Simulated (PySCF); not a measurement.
BH$_{3}$ClF: several calculations on one system

**1. Relaxation**

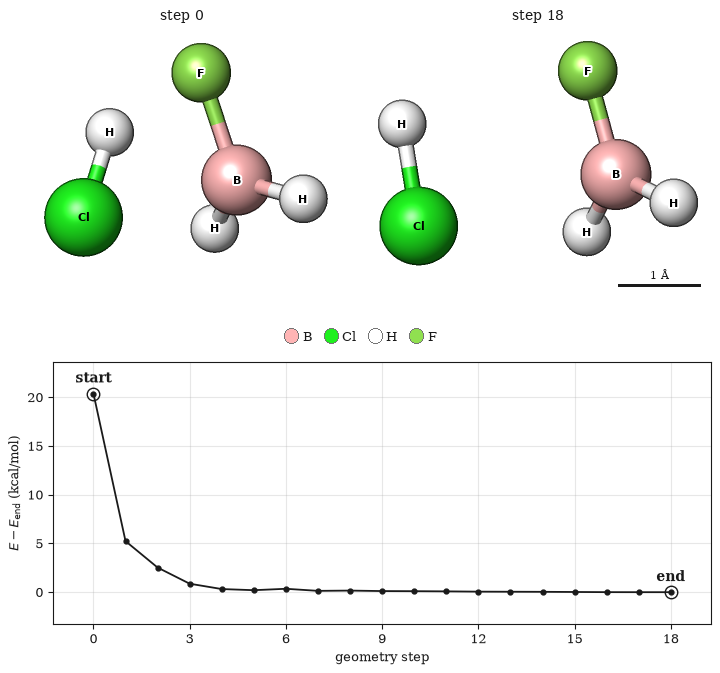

First and last geometry of a relaxation of BH$_{3}$ClF (started from a transition state, displaced along its imaginary mode), with the history of the run. Style: ball-and-stick. Shown at a tilt.

Computed with RKS PBE0-D4/def2-TZVP, density fitting (PySCF). 

### Read the history and describe the run.

It converged. The largest move after the best rigid fit is that of an H atom, 0.91 Å. Largest moves by element: H 0.91 Å, F 0.44 Å, B 0.35 Å, Cl 0.33 Å. Among the contacts that change: B–Cl 2.292 → 2.967 Å, Cl–H 1.167 → 1.281 Å, B–F 1.393 → 1.325 Å, B–H 1.192 → 1.196 Å. Bond angles that change, for instance: H–B–H 129.9° → 124.4°, H–B–F 113.7° → 117.7°. After 18 geometry steps the energy has fallen by 20.4 kcal/mol.

**2. Relaxation**

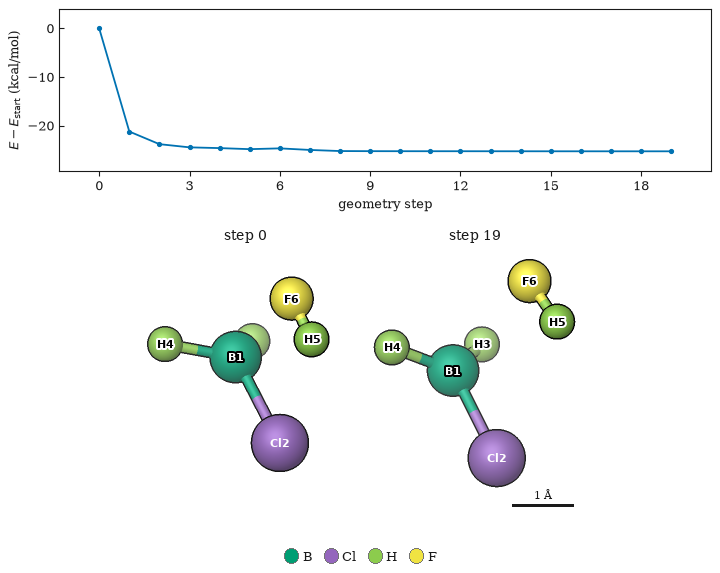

First and last geometry of a relaxation of BH$_{3}$ClF (started from a transition state, displaced along its imaginary mode), with the history of the run. Style: ball-and-stick. Shown from a free direction.

These are results of RKS PBE0-D4/def2-TZVP, density fitting in PySCF, not measurements. 

What do the curves and the structures tell?

It converged. The largest move after the best rigid fit is that of H5, 0.50 Å. By element the largest moves are H 0.50 Å, Cl 0.39 Å, F 0.36 Å, B 0.36 Å. Near-neighbour distances that change, for instance: Cl2–H5 1.893 → 2.707 Å, B1–F6 1.660 → 2.365 Å, Cl2–F6 2.420 → 3.057 Å, H5–F6 0.814 → 0.925 Å. Bond angles that change, for instance: H3–B1–H4 113.1° → 124.6°. Over 19 geometry steps the energy falls by 25.3 kcal/mol. Cost: 70 s on 4 threads of Arm Neoverse V2, with other jobs on the host.

**3. Reaction**

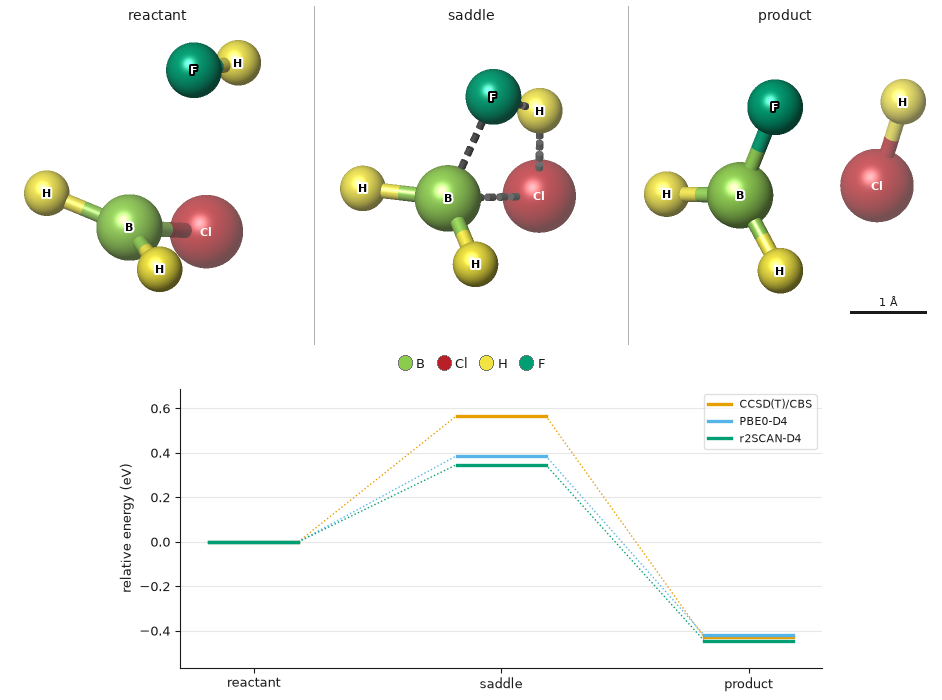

A reaction step of BH$_{3}$ClF, with its energy diagram. A ball-and-stick model, seen from a free direction. Dashed sticks mark bonds that form or break.

Stationary points at PBE0-D4/def2-TZVP, single-point energies with CCSD(T)/CBS, PBE0-D4, r2SCAN-D4 (def2-TZVPP where no basis is named; PySCF 2.14.0). The energies are electronic, without zero-point or thermal terms, and both ends are the minima reached downhill from the saddle, with any fragments still in contact. CCSD(T)/CBS stands for a frozen-core estimate: MP2 correlation extrapolated from def2-TZVPP and def2-QZVPP, CCSD(T) minus MP2 from the smaller set.

Describe the step and its energetics.

Counted by bonded pieces, the reactant holds BH₂Cl + HF and the product holds BH₂F + HCl. From the reactant over the saddle to the product, bonds form: B–F (2.37 → 1.53 → 1.33 Å), Cl–H (2.71 → 1.53 → 1.28 Å). Bonds break: B–Cl (1.76 → 2.02 → 2.97 Å), F–H (0.93 → 1.19 → 2.81 Å). The saddle has one imaginary mode, 878i cm⁻¹. With CCSD(T)/CBS the barrier is 0.57 eV from the reactant and 1.00 eV from the product, and the product lies 0.43 eV below the reactant.

```tsv
level	barrier from the reactant (eV)	barrier from the product (eV)	the product less the reactant (eV)
CCSD(T)/CBS	0.57	1.00	−0.43
PBE0-D4	0.39	0.81	−0.42
r2SCAN-D4	0.35	0.79	−0.44
```

Against CCSD(T)/CBS, PBE0-D4 comes closest on the barrier from the reactant (−0.18 eV) and r2SCAN-D4 misses most (−0.22 eV).

Limits of the set-up: the start holds two separate molecules, 2.4 Å apart at their closest, whose relative position is a soft coordinate.
